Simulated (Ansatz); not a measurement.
**Single-point calculation of C$_{4}$H$_{11}$AlO (charge +1)**

System: C$_{4}$H$_{11}$AlO, charge +1, multiplicity 2.
Method: UKS PBE-d4/6-31G* (Ansatz 0.2.0).

Some settings of this run were made unusual or wrong on purpose. The geometry comes from this level: PBE0-D4/def2-TZVP. Figures and captions count atoms from 1; the log counts them from 0 in places.

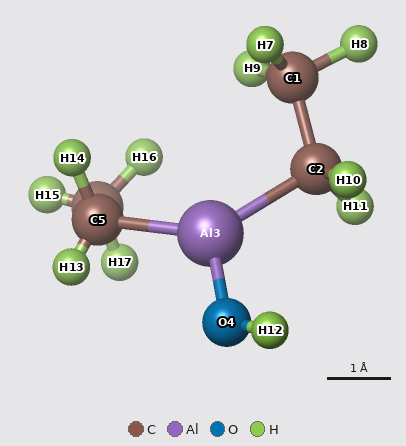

**Figure 1.** The structure as given in the input (ball-and-stick view, seen at a tilt; atoms are numbered from 1 in the order of the input). Sticks mark near contacts. Bond lengths as drawn: Al–C 1.99 to 2.05 Å, Al–O 1.71 Å, C–C 1.53 Å, C–H 0.87 to 1.28 Å and H–O 0.89 Å.

Input file
```yaml
crystal:
  periodic: [false, false, false]
  atoms:
    - {symbol: C, position_ang: [-1.303187, 1.739690, -0.311994]}
    - {symbol: C, position_ang: [-0.754803, 0.830307, -1.414717]}
    - {symbol: Al, position_ang: [0.968629, -0.047106, -0.732028]}
    - {symbol: O, position_ang: [2.049696, -0.563959, -1.945641]}
    - {symbol: C, position_ang: [1.281316, -0.760014, 1.104330]}
    - {symbol: C, position_ang: [-0.060545, -1.628699, 1.794329]}
    - {symbol: H, position_ang: [-0.682582, 2.527398, 0.029236]}
    - {symbol: H, position_ang: [-2.357371, 2.192774, -0.781536]}
    - {symbol: H, position_ang: [-1.798915, 1.065768, 0.652573]}
    - {symbol: H, position_ang: [-0.279198, 1.364498, -2.223870]}
    - {symbol: H, position_ang: [-1.529213, -0.035620, -1.894548]}
    - {symbol: H, position_ang: [2.111514, -0.189555, -2.746300]}
    - {symbol: H, position_ang: [1.930234, -1.352685, 1.019525]}
    - {symbol: H, position_ang: [1.340908, 0.101713, 1.814067]}
    - {symbol: H, position_ang: [0.122485, -1.799041, 2.625081]}
    - {symbol: H, position_ang: [-1.018075, -1.021433, 1.691825]}
    - {symbol: H, position_ang: [-0.251104, -2.514674, 1.237995]}
basis:
  gaussian: {orbitals: "6-31G*", final_grid: {core_spheres: 1, valence_spheres: 1, degree: 3}}
total_charge: 1
magnetization: {spin_polarized: true, initial_magnetization: 1}
hamiltonian: {xc: {name: PBE}}
scf: {lower_state_search: full}
output: {forces: true}
```

Run on 4 threads of Intel Xeon @ 2.50GHz, 180 GiB of memory available, shared host.

Run as:
```bash
ansatz run in.yaml --threads 4 --pin off --events-out ev --progress --plain --max-ram 11315MiB
```

The program's output
```
Functional definition: PBE
  name "PBE"
  cite "Perdew, Burke & Ernzerhof, Phys. Rev. Lett. 77, 3865 (1996) doi:10.1103/PhysRevLett.77.3865"
  parent pbe
  parameter kappa = 0.804
  parameter beta = 0.06672455060314922
  exchange = pbe_x(kappa = kappa, mu = beta*pi^2/3)
  correlation = pbe_c(beta = beta)
1499 factors; their error is unknown
mean field evaluation 1: about -12918.2649 eV, gradient 8.1e1 eV
mean field evaluation 2: about -12803.4840 eV, gradient 1.5e2 eV
mean field evaluation 4: about -12946.8950 eV, gradient 1.2e1 eV
mean field evaluation 8: about -12947.7170 eV, gradient 8.4e-1 eV
mean field evaluation 16: about -12908.1720 eV, gradient 1.5e0 eV
mean field evaluation 32: about -12908.1983 eV, gradient 7.1e-3 eV
mean field evaluation 64: about -12864.8432 eV, gradient 7.3e1 eV
mean field evaluation 96: about -12888.4795 eV, gradient 2.8e1 eV
mean field evaluation 128: about -12908.1971 eV, gradient 2.1e-1 eV
mean field evaluation 160: about -12858.8329 eV, gradient 8.6e1 eV
mean field evaluation 192: about -12908.1983 eV, gradient 7.2e-4 eV
mean field evaluation 224: about -12908.1982 eV, gradient 3.6e-2 eV
mean field -12908.19826976 eV, -474.3675369226 hartree, gradient 7.1e-5 eV, S^2 0.790256; 7 other end points of the search recorded, 0 dependent functions left out
the calculation of the forces begins
reference -12908.19832421 eV, -474.3675389238 hartree; 28, 27 occupied and 88, 89 virtual orbitals, 1499 factors
Total energy: -12908.19832421 eV, -474.3675389238 hartree
Atom 0 at    -1.303187     1.739690    -0.311994 Å, force    -5.470662   -13.667580   -10.219137 eV/Å
Atom 1 at    -0.754803     0.830307    -1.414717 Å, force    -2.090985    11.523002     6.506380 eV/Å
Atom 2 at     0.968629    -0.047106    -0.732028 Å, force     7.561182   -11.368853   -23.202982 eV/Å
Atom 3 at     2.049696    -0.563959    -1.945641 Å, force    -7.205834     9.252747    18.184387 eV/Å
Atom 4 at     1.281316    -0.760014     1.104330 Å, force    -8.497893     6.275665    -5.326202 eV/Å
Atom 5 at    -0.060545    -1.628699     1.794329 Å, force    -1.128621     4.478786   -20.332703 eV/Å
Atom 6 at    -0.682582     2.527398     0.029236 Å, force     2.363590     2.063938     1.015397 eV/Å
Atom 7 at    -2.357371     2.192774    -0.781536 Å, force     3.866272     0.060165     1.365815 eV/Å
Atom 8 at    -1.798915     1.065768     0.652573 Å, force     1.832932     1.404567    -1.925496 eV/Å
Atom 9 at    -0.279198     1.364498    -2.223870 Å, force    -3.271273    -3.059627     2.657112 eV/Å
Atom 10 at    -1.529213    -0.035620    -1.894548 Å, force     3.299695     3.771284     2.633290 eV/Å
Atom 11 at     2.111514    -0.189555    -2.746300 Å, force    -3.555732    -0.553693     9.187895 eV/Å
Atom 12 at     1.930234    -1.352685     1.019525 Å, force     5.576954    -6.104252     2.379349 eV/Å
Atom 13 at     1.340908     0.101713     1.814067 Å, force     2.843763    -2.477395    -3.322503 eV/Å
Atom 14 at     0.122485    -1.799041     2.625081 Å, force     2.289560     1.061559    17.294406 eV/Å
Atom 15 at    -1.018075    -1.021433     1.691825 Å, force     2.794828    -2.199049     3.140336 eV/Å
Atom 16 at    -0.251104    -2.514674     1.237995 Å, force    -1.207777    -0.461263    -0.035343 eV/Å
Dipole moment:    -0.543194     0.544571    -0.320366 e Å
```

Outcome

- outcome: converged
- total energy: −12908.1983 eV
- ⟨S²⟩: 0.790
- SCF solution under orbital rotations: stable
- largest force (length of the vector): 26.922 eV/Å
- wall time: 27 s (CPU time 77 s)
- peak memory: 0.3 GiB

What went wrong

The input was spoiled on purpose: grid. The run converged all the same; its numbers are those of the faulty input and shouldn't be used.
